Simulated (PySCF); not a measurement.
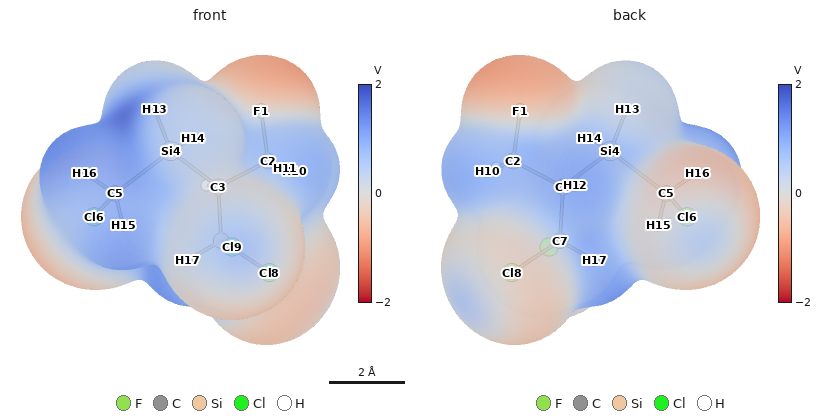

Figure. C4H8Cl3FSi. The molecular electrostatic potential painted on the density surface at 0.002 e/bohr³, seen from the front and from behind; the colour scale runs from red (negative) to blue (positive).

Geometry: GFN2-xTB.

All numbers below come from PBE0/pcSseg-1, SCF density, gas phase, non-relativistic (PySCF 2.14.0).

Input file:

```
{"job": {"kind": "nmr", "xc": "PBE0", "basis": "pcSseg-1"}, "charge": 0, "multiplicity": 1}
F     -1.977812    -1.925656    -0.152690
C     -1.961384    -0.620907     0.278263
C     -0.747246     0.085429    -0.310391
Si     0.766848    -1.091853    -0.139442
C      2.360206    -0.052243    -0.326764
Cl     2.235378     0.901257    -1.833527
C     -0.505589     1.420862     0.341770
Cl    -1.966850     2.453809     0.331377
Cl     0.023535     1.206356     2.026003
H     -2.907768    -0.170611    -0.035401
H     -1.907573    -0.654251     1.370272
H     -0.939193     0.270470    -1.371262
H      0.695822    -2.041802    -1.247037
H      0.778397    -1.728270     1.176003
H      2.532344     0.653085     0.481506
H      3.240263    -0.680038    -0.427532
H      0.273622     1.986394    -0.171059
```

Launched as:

```sh
OMP_NUM_THREADS=1 python probes_run.py task.json out
```

Where is the surface potential most negative and most positive?

The most negative region (about −0.9 V, or −21 kcal/mol for a unit charge) lies over F1, the most positive (about +1.4 V, or +32 kcal/mol for a unit charge) over Si4. Cl6 shows a σ-hole: about +0.4 V, or +9 kcal/mol for a unit charge at the tip opposite its bond, against about −0.1 V on its flanks. Cl8 shows a σ-hole: about +0.6 V, or +14 kcal/mol for a unit charge at the tip opposite its bond, against about −0.1 V on its flanks. Cl9 shows a σ-hole: about +0.7 V, or +16 kcal/mol for a unit charge at the tip opposite its bond, against about +0.2 V on its flanks.
